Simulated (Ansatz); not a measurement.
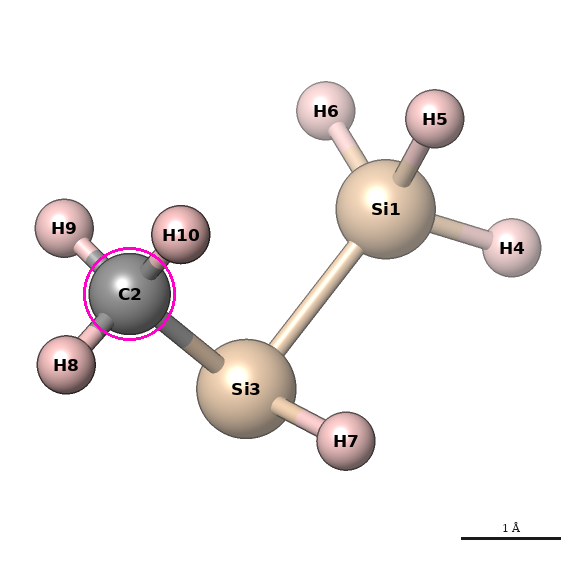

Orthographic view. Atoms fade into the background with distance from the viewer. The species has charge −1 and is a spin singlet. The computed structure is the end point of a PBE0-D4/def2-TZVPD optimisation. No frequency run is at hand to confirm it as a minimum.

Question: Which atoms are bonded to the circled atom?

Answer: The circled atom is C2; it is bonded to Si3, H8, H9, H10.

Question: Of Si3 and H7, which is nearer the viewer?

Answer: H7; the bond to Si3 points away from the viewer, so it looks shorter than its 1.54 Å.

Question: Which two atoms are farthest apart in space?

Answer: H4 and H8, 5.54 Å.

Question: What is the shortest path along bonds from the circled atom to H4?

Answer: C2–Si3–Si1–H4, 3 bonds; through space the two are 4.61 Å apart.
